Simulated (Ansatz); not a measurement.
The starting structures come from a database of crystals and need not be the phases stable at ambient conditions.

 Where the default PAW files enter, the runs use the earlier of Ansatz's two default sets.

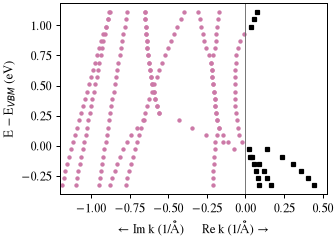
*Complex bands at the centre of the two-dimensional zone; Ansatz (a first-principles code) with r2SCAN*

The gap is the functional's own. No spin-orbit coupling. Mid-gap values are interpolated on the energy grid.

Q: This is ZnSnP$_{2}$ (P-4m2, not sure to be the ambient phase, 4 atoms a cell, 22.5 Å³ an atom) along the normal of (100). Read off the slowest decay at the centre of the two-dimensional zone at 0.45 eV, the computed energy nearest the middle of the gap.

A: κ ≈ 0.07 1/Å, a decay length 1/(2κ) of the density of 7.1 Å.
